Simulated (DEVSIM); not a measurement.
System: Ni/TiO2/p-In0.53Ga0.47As capacitor, at 300 K.

```
layer (left to right)        material  thickness (nm)  Na (cm⁻³)
---------------------  --------------  --------------  ---------
1                                TiO2            9.10          -
2                      In0.53Ga0.47As            4500     1.6e16
```

Metal gate on the left, work function 5.1 eV. Fixed charge at the semiconductor interface -1.4e11 cm⁻² (in units of +e); no interface traps.

This is a model device: material constants are rounded textbook-type values typed into the input, and sizes, dopings and lifetimes were drawn at random. Values at 300 K.

| parameter | TiO2 | In0.53Ga0.47As |
|---|---|---|
| gap (eV) | 3.2 | 0.74 |
| affinity (eV) | 3.9 | 4.51 |
| permittivity | 60 | 13.9 |
| Nc (cm⁻³) | - | 2.1e17 |
| Nv (cm⁻³) | - | 7.7e18 |

Model (solved in DEVSIM): 1D Poisson equation in equilibrium, Boltzmann statistics, complete ionisation; no quantum confinement or tunnelling. Metal contacts follow the ideal Schottky-Mott rule: no Fermi-level pinning, no interface dipoles.

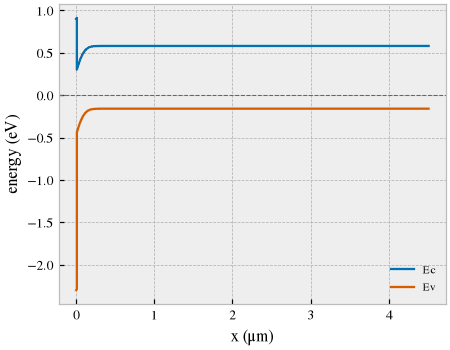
Fig. 1. Band edges at 0.3 V on the gate

Energies count from the Fermi level of the right contact; mesh points crowd at the junctions.

```json
[
 {"x (μm)": "0.000", "Ec (eV)": "0.900", "Ev (eV)": "-2.300", "n (cm⁻³)": "< 1e2", "p (cm⁻³)": "< 1e2", "field (V/cm)": "12000"},
 {"x (μm)": "0.001300", "Ec (eV)": "0.902", "Ev (eV)": "-2.299", "n (cm⁻³)": "< 1e2", "p (cm⁻³)": "< 1e2", "field (V/cm)": "12000"},
 {"x (μm)": "0.003807", "Ec (eV)": "0.904", "Ev (eV)": "-2.296", "n (cm⁻³)": "< 1e2", "p (cm⁻³)": "< 1e2", "field (V/cm)": "12000"},
 {"x (μm)": "0.006775", "Ec (eV)": "0.908", "Ev (eV)": "-2.292", "n (cm⁻³)": "< 1e2", "p (cm⁻³)": "< 1e2", "field (V/cm)": "12000"},
 {"x (μm)": "0.008927", "Ec (eV)": "0.910", "Ev (eV)": "-2.289", "n (cm⁻³)": "< 1e2", "p (cm⁻³)": "< 1e2", "field (V/cm)": "12000"},
 {"x (μm)": "0.01015", "Ec (eV)": "0.304", "Ev (eV)": "-0.436", "n (cm⁻³)": "1.6e12", "p (cm⁻³)": "3.7e11", "field (V/cm)": "32000"},
 {"x (μm)": "0.01309", "Ec (eV)": "0.314", "Ev (eV)": "-0.426", "n (cm⁻³)": "1.1e12", "p (cm⁻³)": "5.3e11", "field (V/cm)": "32000"},
 {"x (μm)": "0.02318", "Ec (eV)": "0.344", "Ev (eV)": "-0.396", "n (cm⁻³)": "3.4e11", "p (cm⁻³)": "1.7e12", "field (V/cm)": "30000"},
 {"x (μm)": "0.04231", "Ec (eV)": "0.397", "Ev (eV)": "-0.343", "n (cm⁻³)": "4.5e10", "p (cm⁻³)": "1.3e13", "field (V/cm)": "26000"},
 {"x (μm)": "0.08813", "Ec (eV)": "0.493", "Ev (eV)": "-0.247", "n (cm⁻³)": "1.1e9", "p (cm⁻³)": "5.4e14", "field (V/cm)": "16000"},
 {"x (μm)": "0.1888", "Ec (eV)": "0.572", "Ev (eV)": "-0.168", "n (cm⁻³)": "5.2e7", "p (cm⁻³)": "1.2e16", "field (V/cm)": "2200"},
 {"x (μm)": "0.5427", "Ec (eV)": "0.580", "Ev (eV)": "-0.160", "n (cm⁻³)": "3.7e7", "p (cm⁻³)": "1.6e16", "field (V/cm)": "≈ 0"},
 {"x (μm)": "1.214", "Ec (eV)": "0.580", "Ev (eV)": "-0.160", "n (cm⁻³)": "3.7e7", "p (cm⁻³)": "1.6e16", "field (V/cm)": "≈ 0"},
 {"x (μm)": "2.673", "Ec (eV)": "0.580", "Ev (eV)": "-0.160", "n (cm⁻³)": "3.7e7", "p (cm⁻³)": "1.6e16", "field (V/cm)": "≈ 0"},
 {"x (μm)": "3.889", "Ec (eV)": "0.580", "Ev (eV)": "-0.160", "n (cm⁻³)": "3.7e7", "p (cm⁻³)": "1.6e16", "field (V/cm)": "≈ 0"},
 {"x (μm)": "4.235", "Ec (eV)": "0.580", "Ev (eV)": "-0.160", "n (cm⁻³)": "3.7e7", "p (cm⁻³)": "1.6e16", "field (V/cm)": "≈ 0"},
 {"x (μm)": "4.392", "Ec (eV)": "0.580", "Ev (eV)": "-0.160", "n (cm⁻³)": "3.7e7", "p (cm⁻³)": "1.6e16", "field (V/cm)": "≈ 0"},
 {"x (μm)": "4.458", "Ec (eV)": "0.580", "Ev (eV)": "-0.160", "n (cm⁻³)": "3.7e7", "p (cm⁻³)": "1.6e16", "field (V/cm)": "≈ 0"},
 {"x (μm)": "4.493", "Ec (eV)": "0.580", "Ev (eV)": "-0.160", "n (cm⁻³)": "3.7e7", "p (cm⁻³)": "1.6e16", "field (V/cm)": "≈ 0"},
 {"x (μm)": "4.502", "Ec (eV)": "0.580", "Ev (eV)": "-0.160", "n (cm⁻³)": "3.7e7", "p (cm⁻³)": "1.6e16", "field (V/cm)": "≈ 0"},
 {"x (μm)": "4.507", "Ec (eV)": "0.580", "Ev (eV)": "-0.160", "n (cm⁻³)": "3.7e7", "p (cm⁻³)": "1.6e16", "field (V/cm)": "≈ 0"},
 {"x (μm)": "4.509", "Ec (eV)": "0.580", "Ev (eV)": "-0.160", "n (cm⁻³)": "3.7e7", "p (cm⁻³)": "1.6e16", "field (V/cm)": "≈ 0"}
]
```
